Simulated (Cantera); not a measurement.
Charge: 1 mol c-C4F8, 2 mol F2, a varied amount of H2, equilibrated at 3523.15 K and 0.00133 bar.

Method: chemical equilibrium by Gibbs-energy minimisation in Cantera with the NASA 1993 tables (ideal gas, pure condensed phases). Candidate condensed phases: C, C6H6, C7H8, C8H18; 95 gas species. The feed counts by its element totals alone. Kinetics and transport are ignored.

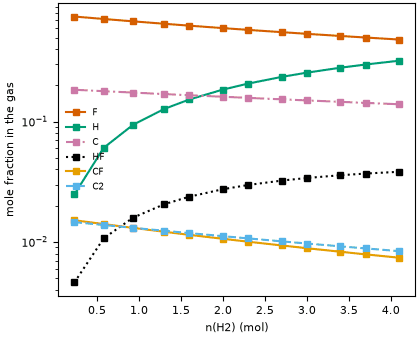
*Equilibrium gas composition (values under 1e-9 drawn at 1e-9)*

Q: Read off the mole fractions at 2.3 mol H2.

A: F about 0.58, H about 0.21, C about 0.16, HF about 0.030, C2 about 0.011, CF about 0.010.
